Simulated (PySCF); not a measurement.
# AlGe: bond curves at several levels of theory

One job finds the state of AlGe, follows it along the bond with each method and fits the curves.

Method: Al 6-311G(d,p), Ge 6-311G(d,p), no relativity; program: PySCF 2.14.0.

### Step 1. Set-up

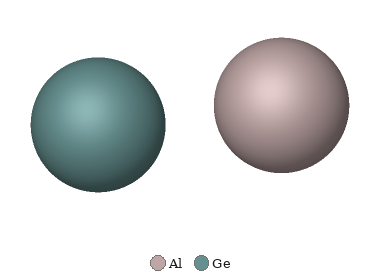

The two atoms at the starting distance (aluminium light grey, germanium teal).

A driver script around PySCF takes these settings:

```yaml
atoms: Al, Ge
charge: 0
basis: Al 6-311G(d,p), Ge 6-311G(d,p)
Hamiltonian: no relativity
basis_functions: 70
electrons_treated: 45
masses_in_u: 26.9815, 73.9212
levels: PBE0, PBE, r²SCAN, revPBE, BLYP, r²SCANh, LC-ωPBE, HF, MP2, SCS-MP2, CCSD, CCSD(T)
grid: 80 radial by 434 angular points
occupations: held fixed by the projection of orbital angular momentum
dissociation_limit: Al + Ge, each in its ground configuration
starting_distance_in_angstrom: 2.355
values_of_2S_to_try: 1, 3
```

After this run come: The PBE0 curve of the state that the search chose; Excited determinants; PBE; r²SCAN; revPBE; BLYP (GGA); r²SCANh; LC-ωPBE; UHF (mean field); Adding correlation.

Q: Predict the outcome of this session. Wanted: for each run, Re; ωe; De; μ.

**Answer**, as computed:

Lowest PBE0 solution found, without spin–orbit coupling: ⁴Σ⁻ (quartet), unpaired electrons σ ↑, π ↑↑. State 2 has its PBE0 minimum 0.31 eV higher, as a spin-mixed determinant (⟨S²⟩ = 1.78), so this is no gap between pure states. State 3 has its PBE0 minimum 0.39 eV higher, as a spin-mixed determinant (⟨S²⟩ = 1.77), so this is no gap between pure states. State 4 has its PBE0 minimum 1.05 eV higher. The other levels ran on the lowest alone.

| level | Re (Å) | ωe (cm⁻¹) | De (eV) | μ (D) |
| --- | --- | --- | --- | --- |
| UHF | 2.536 | 277.7 | 1.55 | -2.14 |
| UHF-MP2 | 2.467 | 311 | 2.24 | n/a |
| UHF-SCS-MP2 | 2.472 | 308 | 2.03 | n/a |
| UHF-CCSD | 2.488 | 303 | 2.11 | n/a |
| UHF-CCSD(T) | 2.483 | 306 | 2.22 | n/a |
| PBE | 2.489 | 295.8 | 2.61 | -1.07 |
| revPBE | 2.503 | 290.5 | 2.46 | -1.04 |
| BLYP | 2.516 | 278.7 | 2.32 | -1.19 |
| r²SCAN | 2.461 | 310 | 2.63 | -1.31 |
| r²SCANh | 2.459 | 311 | 2.57 | -1.39 |
| PBE0 | 2.469 | 307 | 2.47 | -1.29 |
| LC-ωPBE | 2.439 | 319 | 2.20 | -1.61 |

De is counted to Al + Ge in their ground configurations. A positive dipole means Al(−)Ge(+).

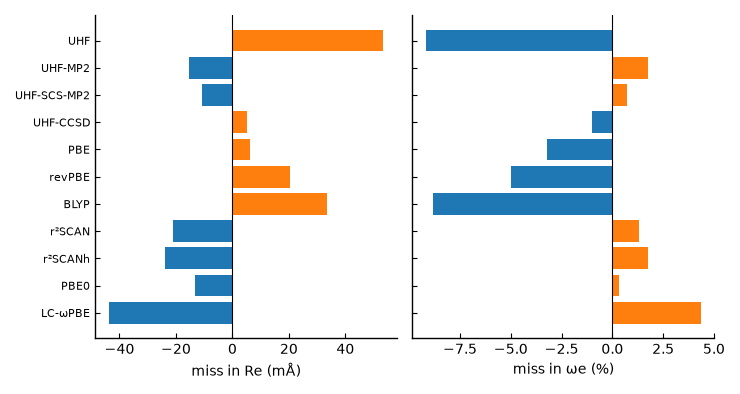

How far each level lies from CCSD(T) in the same basis.

**Reading.** Against CCSD(T) in the same basis, the bond length is nearest at UHF-CCSD (+5 mÅ) and farthest at UHF (+53 mÅ); the wavenumber is nearest at PBE0 (+0.3 %) and farthest at UHF (-9.2 %). CCSD(T) in a basis this small is itself some way from its limit, more so than the functionals. Of the levels with a De here, UHF gives the least (1.55 eV) and r²SCAN the most (2.63 eV).

Correlated steps freeze 14 core orbitals.
